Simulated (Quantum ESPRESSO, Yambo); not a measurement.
# SnSe2 (1T monolayer): G0W0 with Yambo, start to end, part 3 of 3

How does a plane-wave GW calculation on SnSe2 (1T monolayer) run from the first input to the gap?

Quantum ESPRESSO 7.5 and Yambo 5.3.0; PBE and many-body steps on it, plane waves. Known limits of the many-body steps: not at the basis limit; no spin-orbit coupling.

So far. Step 3 (Bands along the symmetry lines): The gap is 0.783 eV, −0.059 eV from the run before at this level. Step 4 (Empty states on the mesh, 6×6×1 mesh, 126 bands): On this mesh the gap is 0.793 eV.

## Step 6: Screening and self-energy, 6×6×1 mesh, 126 bands, screening to 108.8 eV

Now the one-shot GW correction: screening in the RPA, then the self-energy of the levels asked for.

This step: G0W0 on PBE, plane waves, norm-conserving pseudopotentials.

Input file gw1.in:

```
HF_and_locXC
gw0
dyson
ppa
em1d
rim_cut
rim_w
RandQpts= 3000000
RandGvec= 100 RL
CUTGeo= "slab z"
RandGvecW= 9 RL
EXXRLvcs= 104 Ry
VXCRLvcs= 416 Ry
Chimod= "HARTREE"
% BndsRnXp
 1 | 126 |
%
NGsBlkXp= 8 Ry
% LongDrXp
 1 | 1 | 0 |
%
% GbndRnge
 1 | 126 |
%
DysSolver= "n"
ExtendOut
PPAPntXp= 27.21138 eV
% QPkrange
 2 | 2 | 34 | 37 |
 4 | 4 | 34 | 37 |
 1 | 1 | 34 | 37 |
%
```

Started as:

```sh
OMP_NUM_THREADS=2 mpirun -n 4 yambo -F gw1.in -J gw1 -C gw1 > gw1.log
```

Log:

```text
 Yambo, version 5.3.0

 [02] CORE Variables Setup
 =========================

  [... cell, symmetries and grids as in the set-up ...]

  [02.05] Energies & Occupations
  ==============================

  [X] === General ===
  [X] Electronic Temperature                        :  0.000000  0.000000 [eV K]
  [X] Bosonic    Temperature                        :  0.000000  0.000000 [eV K]
  [X] Finite Temperature mode                       : no
  [X] El. density                                   :  0.35918E+24 [cm-3]
  [X] Fermi Level                                   :  0.130244 [eV]

  [X] === Gaps and Widths ===
  [X] Conduction Band Min                           :  0.793470 [eV]
  [X] Valence Band Max                              :  0.000000 [eV]
  [X] Filled Bands                                  :   35
  [X] Empty Bands                                   :   36  126
  [X] Direct Gap                                    :  1.097955 [eV]
  [X] Direct Gap localized at k                     :   4
  [X] Indirect Gap                                  :  0.793470 [eV]
  [X] Indirect Gap between kpts                     :   2   4
  [X] Last valence band width                       :  0.765720 [eV]
  [X] 1st conduction band width                     :  1.360906 [eV]

 [03] Transferred momenta grid and indexing
 ==========================================

 IBZ Q-points                                      :   7
 BZ  Q-points                                      :   36

 K/Q-points units:
 rlu = crystal or reduced units; cc = cartesian coordinates; iku = interal k-units

 Q [1]          [rlu]:  0.000000  0.000000  0.000000
 Q [2]          [rlu]:  0.44728E-18  0.16667       0.0000
 Q [3]          [rlu]:  0.89455E-18  0.33333       0.0000
 Q [4]          [rlu]: -0.13418E-17 -0.50000       0.0000
 Q [5]          [rlu]:  0.166667  0.166667  0.000000
 Q [6]          [rlu]:  0.166667  0.333333  0.000000
 Q [7]          [rlu]:  0.333333  0.333333  0.000000

 [04] Coloumb potential Random Integration (RIM)
 ===============================================

 Performing RIM of v_slab

  [04.01] RIM initialization
  ==========================

  * Diagonal components only detected *

  8 x (sBL volume)        :  0.041913 [a.u.]
  sBZ random points       :  3000000
  Points outside the sBZ  :  24000829
  RL volume               :  0.188608 [a.u.]
  Integrated volume       :  0.188602 [a.u.]

  [04.02] RIM integrals
  =====================

  Gamma point sphere radius             :  0.038790 [a.u.]
  Points outside the sphere             :  2398884
  [Int_sBZ(q=0) 1/q^2]*(Vol_sBZ)^(-1/3) =:  7.486587
                                 should be <:  7.795600

  Summary of Coulomb integrals for non-metallic bands |Q|[au] RIM/Bare

  Q [1] 0.100000E-4 0.960361 * Q [2] 0.165203 0.996423
  Q [5] 0.286140 1.024334 * Q [3] 0.330407 1.023185
  Q [6] 0.437087 1.017525 * Q [4] 0.495610 1.014631
  Q [7] 0.572281 1.011285
  Non-periodic chartesian directions : none
  Optical renormalization            :  28.34589 [au]
  Polarizability dimension           : length

 [05] Coloumb potential CutOffslab
 =================================

 Cut directionsZ
 Slab Cutoff:Z
 Symmetry test passed : yes

 [06] Dipoles
 ============

  [06.01] Setup: observables and procedures
  =========================================

  [WARNING] [x,Vnl] slows the Dipoles computation. To neglect it rename the ns.kb_pp file

 [07] Dynamic Dielectric Matrix (PPA)
 ====================================

 [WR./gw1//ndb.pp]---------------------------------------------------------------
  Brillouin Zone Q/K grids (IBZ/BZ)                :    7   36    7   36
  RL vectors                                       :  27517 [WF]
  Coulomb cutoff potential                         : slab z
  Electronic Temperature                           :  0.000000 [K]
  Bosonic    Temperature                           :  0.000000 [K]
  PPA    diel. fun.  energies                      : Perdew, Burke & Ernzerhof(X)+Perdew, Burke & Ernzerhof(C)
  wavefunctions                                    : Perdew, Burke & Ernzerhof(X)+Perdew, Burke & Ernzerhof(C)
  Global Gauge                                     : length
  X matrix size                                    :   523
  X band range                                     :    1  126
  X e/h energy range                               : -1.000000 -1.000000 [eV]
  X Time ordering                                  : R
  X Hxc Kernel                                     : HARTREE
  X Drude frequency                                :  0.000000  0.000000
  X poles                                          :  100.0000 [o/o]
  RL vectors in the sum                            :  27517
  [r,Vnl] included                                 : yes
  Field direction                                  :  0.707107E-5  0.707107E-5   0.00000
  BZ energy Double Grid                            : no
  BZ energy DbGd points                            : 0
  BZ Q point size factor                           : -1.000000
  X Optical Averaged directions                    : none

 [08] Local Exchange-Correlation + Non-Local Fock
 ================================================

 [VXC] Plane waves :  188435
 [EXS] Plane waves :  23595

 QP @ state[ 1 ] K range:  1  2
 QP @ state[ 1 ] b range:   34   37
 QP @ state[ 2 ] K range:   4   4
 QP @ state[ 2 ] b range:   34   37

 [xc] Functional : Perdew, Burke & Ernzerhof(X)+Perdew, Burke & Ernzerhof(C)
 [xc] LIBXC used to calculate xc functional
  PP Number of Atomic Species                      :  2
  NLCC RL compoments                               :  188435
  PP Number of Atomic Species                      :  2
  NLCC RL compoments                               :  188435

 [xc] E_xc :  -68.29967 [Ha]
      E_xc :  -136.5993 [Ry]

  Local XC kind (lXC) : Perdew, Burke & Ernzerhof(X)+Perdew, Burke & Ernzerhof(C)
  Non-Local XC kind (nlXC) : Hartree-Fock

  Corrections @ K [1] :  [eV]
 <34|nlXC|34> = -16.39322 -0.23701E-17 <34|lXC|34> = -14.46273  0.000000
 <35|nlXC|35> = -16.39317  0.63582E-18 <35|lXC|35> = -14.46273  0.14751E-17
 <36|nlXC|36> = -10.20045 -0.14507E-17 <36|lXC|36> = -13.19856  0.94408E-16
 <37|nlXC|37> = -7.444950  0.28165E-17 <37|lXC|37> = -11.34881  0.000000

  Corrections @ K [2] :  [eV]
 <34|nlXC|34> = -15.67255  0.11946E-16 <34|lXC|34> = -12.98765 -0.94408E-16
 <35|nlXC|35> = -16.41325  0.13116E-16 <35|lXC|35> = -14.45776  0.17702E-16
 <36|nlXC|36> = -10.79604 -0.77425E-19 <36|lXC|36> = -14.21539  0.000000
 <37|nlXC|37> = -6.998522  0.25415E-17 <37|lXC|37> = -10.94433  0.000000

  Corrections @ K [4] :  [eV]
 <34|nlXC|34> = -16.01118 -0.48164E-17 <34|lXC|34> = -13.46420  0.94408E-16
 <35|nlXC|35> = -16.32300  0.46779E-18 <35|lXC|35> = -14.16544 -0.94408E-16
 <36|nlXC|36> = -9.762545  0.27760E-19 <36|lXC|36> = -12.75145  0.47204E-16
 <37|nlXC|37> = -7.060782  0.96798E-18 <37|lXC|37> = -11.14237 -0.82607E-16

 [09] Dyson equation: Newton solver
 ==================================

  [09.01] RIM-W interpolation
  ===========================

  [WARNING] RIM-W works only for 2D semiconductors with slab cutoff
  Found compatible q grid: 2D
  q_min[ 1 ]:  0.16667      0.61315E-12   0.0000     [rlu]
   0.166667  0.083333  0.000000 [iku]
  q_min[ 2 ]:  0.44728E-18  0.16667       0.0000     [rlu]
   0.49686E-11  0.16667       0.0000     [iku]
  G-vectors :   9
  G-vectors loaded:   61
  Number of interpolated frequencies:  2

  Evaluating coefficients q = 0
  Evaluating coefficients q = 0

  [09.02] RIM-W integrals
  =======================

  8 x (sBL volume)        :  0.041913 [a.u.]
  sBZ random points       :  3000000
  Points outside the sBZ  :  24000829
  RL volume               :  0.188608 [a.u.]
  Integrated volume       :  0.188602 [a.u.]

  [09.03] RIM integrals
  =====================

  Comparison between head Wc = W - v averages: < Wc > [au] RIM-W/RIM

   < -Wc [Q = 1] > 0.333197E-1 0.415143E-4 * < -Wc [Q = 2] > 0.005513 0.005347
   < -Wc [Q = 3] > 0.001067 0.001048 * < -Wc [Q = 4] > 0.369621E-3 0.365551E-3
   < -Wc [Q = 5] > 0.001543 0.001512 * < -Wc [Q = 6] > 0.525403E-3 0.520353E-3
   < -Wc [Q = 7] > 0.255483E-3 0.254209E-3

  Comparison between head Wc = W - v averages: < Wc > [au] RIM-W/RIM

   < -Wc [G = 1,G`=0] > 0.333197E-1 0.415143E-4 * < -Wc [G = 2,G`=0] >-0.001764 0.000000
   < -Wc [G = 3,G`=0] >-0.001764 0.000000 * < -Wc [G = 4,G`=0] >-0.262015E-4  0.00000
   < -Wc [G = 5,G`=0] >-0.261830E-4  0.00000 * < -Wc [G = 6,G`=0] > 0.149541E-3  0.00000
   < -Wc [G = 7,G`=0] > 0.149519E-3  0.00000 * < -Wc [G = 8,G`=0] >-0.223569E-4  0.00000
   < -Wc [G = 9,G`=0] >-0.223551E-4  0.00000

 [10] G0W0 (W PPA)
 =================

 [  GW  ] Bands range     :    1  126
 [GW/PPA] G damping       :  0.100000 [eV]

 QP @ state[ 1 ] K range:  1  2
 QP @ state[ 1 ] b range:   34   37
 QP @ state[ 2 ] K range:   4   4
 QP @ state[ 2 ] b range:   34   37

  Sc/G bands                                       :    1  126
  Sc/G damping                                     :  0.100000 ev
  Sc bands terminator                              : no
  Sx RL components                                 :  23595

  QP @ state[ 1 ] K range                          :  1  2
  QP @ state[ 1 ] b range                          :   34   37
  QP @ state[ 2 ] K range                          :   4   4
  QP @ state[ 2 ] b range                          :   34   37
  GF energies kind                                 : Perdew, Burke & Ernzerhof(X)+Perdew, Burke & Ernzerhof(C)
  GF WF`s kind                                     : Perdew, Burke & Ernzerhof(X)+Perdew, Burke & Ernzerhof(C)
  Xs energies kind                                 : Perdew, Burke & Ernzerhof(X)+Perdew, Burke & Ernzerhof(C)
  Xs WF`s kind                                     : Perdew, Burke & Ernzerhof(X)+Perdew, Burke & Ernzerhof(C)

 [14] Game Over & Game summary
```

It took 4.6 min on 4 MPI ranks of Arm Neoverse V2, shared host; peak memory 5.8 GiB.

Numbers from this step:

```
G0W0 gap on the points computed              : 1.867 eV
starting gap on the mesh                     : 0.7935 eV
k of the valence top                         : 0, 0.1667, 0
k of the conduction bottom                   : 0, -0.5, 0
least direct G0W0 gap on the computed points : 2.236 eV
Z at the valence top                         : 0.7470
Z at the conduction bottom                   : 0.7635
```

The gap on the mesh goes from 0.79 eV to 1.87 eV, a correction of +1.07 eV. The start differs from the 0.84 eV found before because the two sample other k points.

Limits: finite bands, cutoff and mesh; no spin-orbit coupling. v1 is the top filled band, c1 the lowest empty one. The levels before and after the correction (eV, zero at the valence-band top of each column):

```
           conduction bottom  valence top
Kohn-Sham               0.79         0.00
     G0W0               1.87         0.00
```

```
                    level  energy (eV)
Kohn-Sham  (0 0.167 0) v2       -0.850
Kohn-Sham  (0 0.167 0) v1        0.000
Kohn-Sham  (0 0.167 0) c1        2.154
Kohn-Sham  (0 0.167 0) c2        3.812
Kohn-Sham   (0 -0.5 0) v2       -0.643
Kohn-Sham   (0 -0.5 0) v1       -0.304
Kohn-Sham   (0 -0.5 0) c1        0.793
Kohn-Sham   (0 -0.5 0) c2        4.101
     G0W0  (0 0.167 0) v2       -1.086
     G0W0  (0 0.167 0) v1        0.000
     G0W0  (0 0.167 0) c1        3.418
     G0W0  (0 0.167 0) c2        4.773
     G0W0   (0 -0.5 0) v2       -0.832
     G0W0   (0 -0.5 0) v1       -0.369
     G0W0   (0 -0.5 0) c1        1.867
     G0W0   (0 -0.5 0) c2        5.086
```

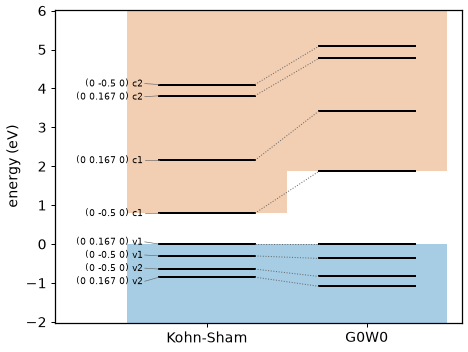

Levels before and after the correction. Shaded: valence and conduction bands.

## Step 7: Where the time went

Times are wall times on the hardware named with each run, good to a factor of about two.

```
                          step     time  share  memory (GiB)
                  ground state     36 s   10 %           1.8
bands along the symmetry lines     12 s    3 %           1.6
      empty states on the mesh     26 s    7 %           1.6
         conversion and set-up    3.7 s    1 %          0.27
     screening and self-energy  4.6 min   78 %           5.8
```

## Step 8: Outcome

| Property | Result |
| --- | --- |
| PBE gap | 0.78 eV, indirect |
| G0W0 gap on the mesh | 1.87 eV |
| GW settings | 6×6×1 mesh, 126 bands, screening to 108.8 eV, Godby-Needs plasmon pole |
| known limits | not at the basis limit; no spin-orbit coupling |

**Reading.** G0W0 moves the gap on the mesh from 0.79 eV to 1.87 eV (+1.07 eV), with Z of 0.75 and 0.76 at the edges. Only 3 of the mesh's irreducible points were corrected, so a valley elsewhere could overtake. The dearest step here is «screening and self-energy». Bands and cutoff are finite, so the gap is not at the basis limit. The miss can reach some tenths of an eV and take either sign; the mesh is an error of its own. In the G0W0 run levels were corrected at 3 k points alone, so a gap called «on the mesh» is the least over those, and an edge elsewhere would be missed. The many-body steps are scalar-relativistic: spin-orbit coupling is not in them.

[Paths, hosts, dates, memory and timing lines, banners, echoed tables and standing remarks are left out of the program output.]

[Logs are printed without paths, hosts, clocks, repeated set-up lines and the standing remarks that a program may print on its own settings, such as how far it seeks lower states.]

[Runs of the session that timed out or met a known fault of the program may be left out.]

[Hosts, paths, dates, database ids (printed as entryN), source tags and the programs' standing remarks are cut or masked in the printed files.]
